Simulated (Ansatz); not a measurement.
# Tc of GaCuW in the AlB2 type from its phonons, part 3 of 3

What Tc do the phonons of GaCuW in the AlB2 type give, and how does it depend on μ*? The cell shown first is a relaxed one, from steps not shown here.

Ansatz 0.2.0; DFT PBE, scalar-relativistic, plane waves, PAW; PAW set soft_1.

So far, log mean phonon energy ħω_log (meV): step 2 (coupling and resistivity: q 3×3×3, k 6×6×9, scattering …) 13.7; step 3 (scattering mesh 18×18×20) 13.6.

The structure was built from a prototype and need not be the compound's stable phase.

## (4) Resistivity: q 3×3×3, k 9×9×9, scattering 12×12×16

The next rung changes the k mesh of the density and its response; the scattering mesh, which samples the Fermi surface.

input.yaml reads:

```yaml
crystal:
  lattice:
    - [4.2302088612, 0.0, 0.0]
    - [-2.1151044306, 3.6634683371, 0.0]
    - [0.0, 0.0, 2.7597669953]
  atoms:
    - { symbol: W, position: [0.0, 0.0, 0.0] }
    - { symbol: Ga, position: [0.3333333333, 0.6666666667, 0.5] }
    - { symbol: Cu, position: [0.6666666667, 0.3333333333, 0.5] }
kpoints:
  mp_grid: { grid: [9, 9, 9] }
hamiltonian:
  xc: pbe
  pseudopotentials: { kind: paw, azcp: { folder: soft_1 } }
scf:
  occupations: { method: methfessel_paxton, width: 0.2 }
output:
  eigenvalues: true
phonons:
  method: dfpt
  qmesh: [3, 3, 3]
  temperatures: { t_max: 1000, t_step: 50 }
  qpath:
    path:
      - [[0.0, 0.0, 0.0], [0.5, 0.0, 0.0], [0.33333333, 0.33333333, 0.0], [0.0, 0.0, 0.0], [0.0, 0.0, 0.5], [0.5, 0.0, 0.5], [0.33333333, 0.33333333, 0.5], [0.0, 0.0, 0.5]]
      - [[0.5, 0.0, 0.5], [0.5, 0.0, 0.0]]
      - [[0.33333333, 0.33333333, 0.5], [0.33333333, 0.33333333, 0.0]]
    npoints: 10
  electrical_resistivity:
    mesh: [12, 12, 16]
    temperatures: [20.0, 50.0, 77.0, 100.0, 150.0, 200.0, 300.0, 400.0, 600.0, 800.0]
  superconductivity: { mesh: [12, 12, 16] }
```

Started as:

```console
$ ansatz run input.yaml --threads 4 --pin off --max-ram 12288MiB --backend cpu --events-out ev --progress --plain --runs-dir out
```

Numbers of over 12 decimals in the logs are rounded to 6 here.

The program printed:

```text
[...]
Crystal: 3 atoms, lattice volume = 42.769 Å³
Basis set: ecut = 420 eV, 843 PW (Γ), exchange–correlation on 60×60×40 points (8 copies of the dense FFT grid, shifted against one another)
Bands: 28, of which v1, the nominal top of the filled ones, is band 23 counted from 1 (22 counted from 0)
Symmetry: 12 space group operations
k-points: 60 of 729 (time reversal used)
[...]
SCF iter   1: F=—  HF=-20794.867721 eV  |F-HF|=—  |Δ(HF+E_count)|=         —  Δρ=1.67e-1  dr2=8.64e0  ethr=3.10e-3  ⟨swp⟩=4.1  Hψ=5678  notcnv=0
[...]
SCF iter  12: F=-20793.390175 eV  HF=-20793.390175 eV  |F-HF|=0.00e0  |Δ(HF+E_count)|=  3.64e-12  S|Δr|=    0.00e0  Δρ=1.12e-8  dr2=2.67e-14  ethr=1.00e-12  ⟨swp⟩=5.6  Hψ=6774  notcnv=0
SCF 1 converged in 12 iterations: F = -20793.390175 eV  dr2 = 2.67e-14
[...]
SCF iter   3: F=-20793.390175 eV  HF=-20793.390175 eV  |F-HF|=3.64e-12  |Δ(HF+E_count)|=  1.09e-11  S|Δr|=    0.00e0  Δρ=1.21e-7  dr2=5.73e-12  ethr=1.00e-12  ⟨swp⟩=1.4  Hψ=3653  notcnv=0
SCF 2 converged in 3 iterations: F = -20793.390175 eV  dr2 = 5.73e-12
[...]
SCF iter   1: F=—  HF=-20794.867721 eV  |F-HF|=—  |Δ(HF+E_count)|=         —  Δρ=1.67e-1  dr2=8.64e0  ethr=3.10e-3  ⟨swp⟩=4.1  Hψ=5678  notcnv=0
[...]
SCF iter  12: F=-20793.390175 eV  HF=-20793.390175 eV  |F-HF|=0.00e0  |Δ(HF+E_count)|=  3.64e-12  S|Δr|=    0.00e0  Δρ=1.09e-8  dr2=2.67e-14  ethr=1.00e-12  ⟨swp⟩=2.0  Hψ=3284  notcnv=0
SCF 3 converged in 12 iterations: F = -20793.390175 eV  dr2 = 2.67e-14
[...]
SCF converged after 12 iterations
[...]
Free energy (F): -20793.390175 eV
[...]
Internal energy: -20793.387234 eV  (E = F + TS)
E sigma→0 (E₀):  -20793.389440 eV
Entropy (-TS):   -0.002940 eV (-0.980 meV/atom)
Fermi energy:    17.310445 eV
[...]
--- Band table (eV; the first three rows and the last of 60) ---
  k-point 0: bands = [... 19 lower, 14.5387, 14.5587, 14.5587, 19.0222, 19.6653, 19.6653, 20.8951, 20.8951, ... 1 higher]
  k-point 1: bands = [... 19 lower, 14.9430, 14.9430, 14.9607, 18.5398, 18.5398, 19.1588, 22.1616, 22.1616, ... 1 higher]
  k-point 2: bands = [... 19 lower, 15.6165, 15.6165, 16.0377, 17.3097, 17.3097, 19.5459, 20.9061, 23.3373, ... 1 higher]
  k-point 59: bands = [... 19 lower, 14.9339, 15.1158, 15.9908, 16.3417, 18.4955, 19.6960, 19.8646, 20.4081, ... 1 higher]
[...]
ASR residual: 8.340e-6 → 0.000e0 eV/Å²; symmetrization residual: 2.112e-7 eV/Å²
  ASR residual per site (eV/Å²): 8.34e-6 6.36e-6 2.85e-6
  Γ frequencies (cm⁻¹): 0.00 0.00 0.00 94.27 125.82 167.85 167.85 248.07 248.07
--- Phonons (arbitrary-q DFPT): 6 irreducible q on the 3×3×3 mesh ---
[...]
interpolated dispersion: 93 rows × 9 modes
[...]
--- Electrical resistivity: potentials and phonons of a 3×3×3 supercell ---
[...]
at the Fermi level of each mesh (of a tensor a third of its trace):
[...]
12×12×16                     1.1265              4.4949    0.4140    0.4511          13.715
          6×6×8                     1.1378              4.3929    0.4475    0.4758          13.907
          3×3×4                     0.9380              4.9351    0.3610    0.4448          14.177
  resistivity on the deck's mesh, µΩ·cm:
[...]
20.00     5.6295e-2              no     7.1543e-2     7.1542e-2     2.5799e-2       1.2776e-1         5.9618e-2
     50.00      1.8719e0              no      2.2920e0      2.2920e0      1.0316e0        2.3630e0          1.8917e0
     77.00      4.7776e0              no      5.8164e0      5.8164e0      2.7001e0        5.3774e0          4.8427e0
    100.00      7.3984e0              no      8.9891e0      8.9891e0      4.2170e0        8.0516e0          7.5060e0
    150.00      1.2989e1              no      1.5756e1      1.5756e1      7.4543e0        1.3829e1          1.3184e1
    200.00      1.8413e1              no      2.2327e1      2.2327e1      1.0584e1        1.9543e1          1.8690e1
    300.00      2.8994e1              no      3.5174e1      3.5174e1      1.6634e1        3.0914e1          2.9426e1
    400.00      3.9356e1              no      4.7800e1      4.7800e1      2.2468e1        4.2225e1          3.9942e1
    600.00      5.9792e1              no      7.2823e1      7.2823e1      3.3730e1        6.4683e1          6.0706e1
    800.00      8.0290e1              no      9.8031e1      9.8030e1      4.4810e1        8.7154e1          8.1573e1
[...]
vibrations of 27 cells: unjudged by the run; compare a larger repeat
[...]
--- Superconductivity: potentials and phonons of a 3×3×3 supercell ---
           mesh         λ    ħω_log (meV)  μ* declared at (meV)
       12×12×16    0.4140          13.715               15.756
          6×6×8    0.4475          13.907               15.694
          3×3×4    0.3610          14.177               15.908
  λ by the species' shares of the modes' patterns: W 0.2044, Ga 0.0935, Cu 0.1161
[...]
0.08      1.217         1.239         1.146         1.144         1.344         1.345          1.346
      0.10      0.809         0.822         0.741         0.741         0.916         0.918          0.917
      0.12      0.497         0.504         0.445         0.447         0.592         0.595          0.593
      0.13      0.375         0.381         0.333         0.336         0.465         0.468          0.467
      0.14      0.275         0.279         0.243         0.246         0.359         0.363          0.361
      0.16      0.133         0.135         0.117         0.120         0.202         0.206          0.204
      0.20      0.016         0.016    none_found    none_found    none_found    none_found     none_found
  none_found: no transition down to 0.1 K
[...]
vibrations of 27 cells: unjudged by the run; compare a larger repeat
[...]
```

Elapsed: 12 min, on 4 threads of Arm Neoverse V2, shared host; peak memory 5.4 GiB; 47 min of CPU time.

Numbers from this step:

```
zero point energy                                 : 0.08462 eV/cell
highest frequency, solved or plainly interpolated : 265.1 cm⁻¹
Debye temperature (second moment)                 : 303 K
resistivity at 300 K                              : 28.99 μΩ cm, mean of the axes
coupling constant λ                               : 0.414
density of states at the Fermi level              : 1.127 states/eV a spin and cell
log mean phonon energy ħω_log                     : 13.71 meV
transport coupling constant λ_tr                  : 0.4582, 0.4582, 0.4369 (xx, yy, zz)
Drude plasma energy                               : 3.881, 3.881, 5.522 eV (xx, yy, zz)
resistivity times mean free path                  : 12.69, 12.69, 7.445 × 10⁻¹⁶ Ω m² (xx, yy, zz)
second-moment phonon energy ħω₂                   : 15.76 meV
```

An empty cell: under 1 mK by a formula, or no transition down to the floor of the Eliashberg search. Transition temperatures:

```
  μ*  McMillan Tc (K)  Allen–Dynes Tc (K)  isotropic Fermi-surface Tc (K)  isotropic full bandwidth Tc (K)  anisotropic Fermi-surface Tc (K)  anisotropic full bandwidth Tc (K)  anisotropic narrow window Tc (K)
0.08             1.22                1.24                            1.15                             1.14                              1.34                               1.35                              1.35
 0.1            0.809               0.822                           0.741                            0.741                             0.916                              0.918                             0.917
0.12            0.497               0.504                           0.445                            0.447                             0.592                              0.595                             0.593
0.13            0.375               0.381                           0.333                            0.336                             0.465                              0.468                             0.467
0.14            0.275               0.279                           0.243                            0.246                             0.359                              0.363                             0.361
0.16            0.133               0.135                           0.117                             0.12                             0.202                              0.206                             0.204
 0.2           0.0157              0.0159                               -                                -                                 -                                  -                                 -
```

The Eliashberg function α²F has structure finer than the step of the table below, so its rows give means over 2 meV, whole bins alone (the curve runs from 0.128 to 32.7 meV). Peaks (meV: height): α²F 11.9: 0.306, 14.2: 0.400, 16.3: 0.284, 17.1: 0.258, 19.6: 0.147, 24.8: 0.0983, 28.6: 0.109; α²F tr 9.1: 0.288, 10.4: 0.304, 11.9: 0.289, 14.2: 0.374, 16.3: 0.282, 16.8: 0.266, 20.1: 0.168.

Table of Eliashberg function α²F by phonon energy; means over each step:

```
phonon energy (meV)      α²F   α²F tr
                  2   2.9e-4   8.9e-5
                  4  0.00369  0.00254
                  6   0.0138   0.0151
                  8   0.0440   0.0630
                 10    0.182    0.238
                 12    0.246    0.236
                 14    0.254    0.260
                 16    0.229    0.231
                 18   0.0994    0.101
                 20    0.115    0.128
                 22   0.0757   0.0791
                 24   0.0496   0.0523
                 26  0.00606  0.00547
                 28   0.0526   0.0592
                 30   0.0688   0.0726
```

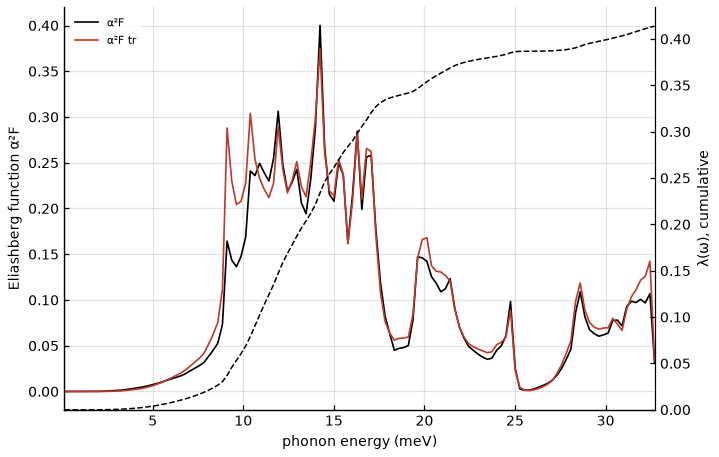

Eliashberg function α²F, plotted against phonon energy. The dashed line is the running λ.

The Eliashberg function α²F has structure finer than the step of the table below, so its rows give means over 2.5 meV, whole bins alone (the curve runs from 0.128 to 32.7 meV). Peaks (meV: height): α²F 11.93: 0.306, 14.24: 0.400, 16.29: 0.284, 17.06: 0.258; W 11.93: 0.165, 12.95: 0.162, 14.24: 0.203, 16.80: 0.161; Ga 14.24: 0.0884, 19.62: 0.0585, 24.75: 0.073, 28.60: 0.0619; Cu 11.93: 0.0962, 14.24: 0.109, 15.26: 0.085, 17.06: 0.0837.

Table of Eliashberg function α²F by phonon energy; means over each step:

```
phonon energy (meV)      α²F        W       Ga       Cu
                2.5   7.6e-4   4.4e-4   1.6e-4   1.5e-4
                5.0  0.00804  0.00481  0.00168  0.00153
                7.5   0.0309   0.0196  0.00595  0.00544
               10.0    0.180    0.118   0.0211   0.0404
               12.5    0.237    0.142   0.0341   0.0603
               15.0    0.250    0.114   0.0609   0.0746
               17.5    0.147   0.0774   0.0258   0.0439
               20.0    0.108   0.0228   0.0436   0.0420
               22.5   0.0604  0.00721   0.0269   0.0262
               25.0   0.0312  0.00482   0.0212  0.00515
               27.5   0.0360  0.00223   0.0210   0.0128
               30.0   0.0721  0.00244   0.0381   0.0316
```

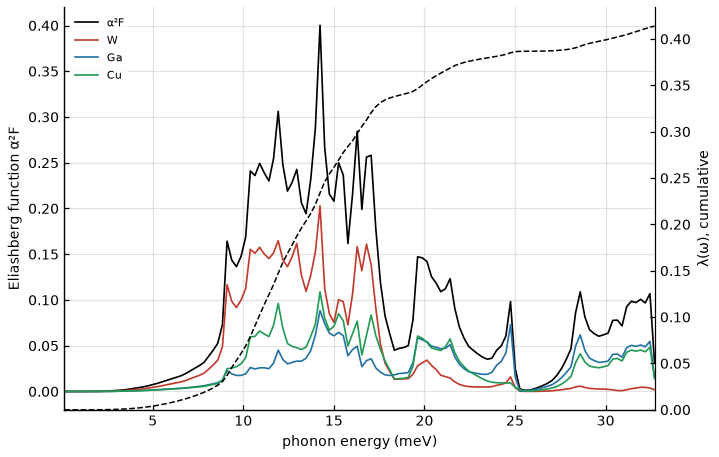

Eliashberg function α²F against phonon energy. The dashed line is the running λ.

Anisotropic full-bandwidth solution, weighted at the Fermi level. Gaps:

```
 mu*   T (K)  mean gap (meV)  5 % (meV)  95 % (meV)  mean Z
 0.1   0.229           0.129     0.0862       0.166    1.42
 0.1   0.459           0.123     0.0816       0.157    1.42
 0.1   0.688          0.0982     0.0652       0.126    1.42
 0.1   0.826          0.0661     0.0438      0.0847    1.42
0.13   0.117          0.0643     0.0387      0.0853    1.42
0.13   0.234          0.0608     0.0365      0.0805    1.42
0.13   0.351          0.0485     0.0291      0.0641    1.42
0.13   0.422          0.0326     0.0195       0.043    1.42
0.16  0.0514          0.0273     0.0142      0.0375    1.42
0.16   0.103          0.0256     0.0133      0.0352    1.42
0.16   0.154          0.0204     0.0106      0.0279    1.42
0.16   0.185          0.0137    0.00707      0.0187    1.42
```

The dTc/da2F by phonon energy:

```
phonon energy (meV)  dTc/da2F (K/meV)
                  2                 -
                  4              2.28
                  6              1.72
                  8              1.37
                 10              1.14
                 12             0.971
                 14             0.844
                 16             0.743
                 18             0.662
                 20             0.595
                 22             0.539
                 24             0.493
                 26             0.452
                 28             0.416
                 30             0.386
                 32             0.359
```

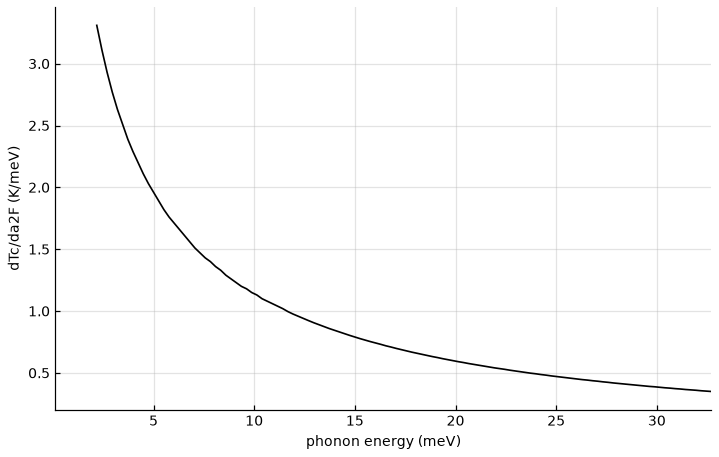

dTc/da2F against phonon energy.

The share of the Fermi-level states by lambda of a state:

```
lambda of a state  share of the Fermi-level states
            0.217                           1.0e-4
            0.236                           1.0e-4
            0.254                           8.0e-4
            0.273                           0.0181
            0.292                           0.0331
            0.310                           0.0946
            0.329                           0.0304
            0.347                            0.150
            0.366                           0.0369
            0.385                           0.0589
            0.403                            0.113
            0.422                           0.0708
            0.441                           0.0453
            0.459                           0.0724
            0.478                           0.0112
            0.497                            0.122
            0.515                            0.094
            0.534                           0.0152
            0.553                           3.0e-4
            0.571                           0.0123
            0.590                           6.0e-4
            0.609                           0.0175
            0.627                                0
            0.646                           0.0026
```

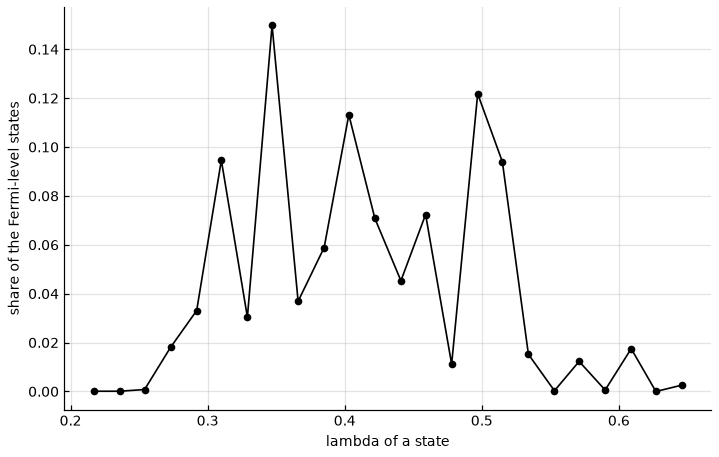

Share of the Fermi-level states against lambda of a state.

## (5) Outcome

* meshes: q 3×3×3, k 9×9×9, scattering 12×12×16
* coupling constant λ: 0.414
* log mean phonon energy ħω_log: 13.7 meV
* Allen–Dynes Tc at μ* = 0.1: 0.822 K
* Allen–Dynes Tc at μ* = 0.13: 0.381 K
* anisotropic Eliashberg Tc at μ* = 0.1: 0.918 K
* anisotropic Eliashberg Tc at μ* = 0.13: 0.468 K

In words: In the last run (PBE, q 3×3×3, k 9×9×9, scattering 12×12×16), with λ = 0.41 and ħω_log = 13.7 meV, Tc at μ* = 0.13 is 0.38 K by McMillan's formula, 0.38 K by Allen and Dynes's and 0.47 K by the anisotropic Eliashberg equations. Raising μ* from 0.10 to 0.16 lowers the Allen–Dynes value from 0.82 to 0.14 K. The mean gap at a quarter of Tc gives 2Δ/k_B Tc = 3.19, against 3.53 in weak-coupling theory. The gap spreads from 0.039 to 0.085 meV over nine tenths of the Fermi surface. By the run's own test λ is not converged in the fine mesh: it moves by 8 % between the two finest, and by up to 22 % in the other runs. The run's transport test calls it not converged in the mesh; ρ(300 K) moves by 9 % in the component that moves most. Over the runs, λ takes the values 0.430, 0.409 and 0.414, in the order shown. No spin–orbit coupling, which matters for W. The structure is a hand-built model. The compound is a prototype filled by a generator; whether it can be made, and whether it orders so, was not tested. μ* is a typed number, phonons are harmonic, and spin fluctuations are left out; at μ* = 0.13 McMillan's formula turns 1 % in λ into about 7.2 % in Tc.

[Logs are printed without paths, hosts, clocks, repeated set-up lines and the standing remarks that a program may print on its own settings, such as how far it seeks lower states.]

[Hosts, paths, dates, database ids (printed as entryN), source tags and the programs' standing remarks are cut or masked in the printed files.]
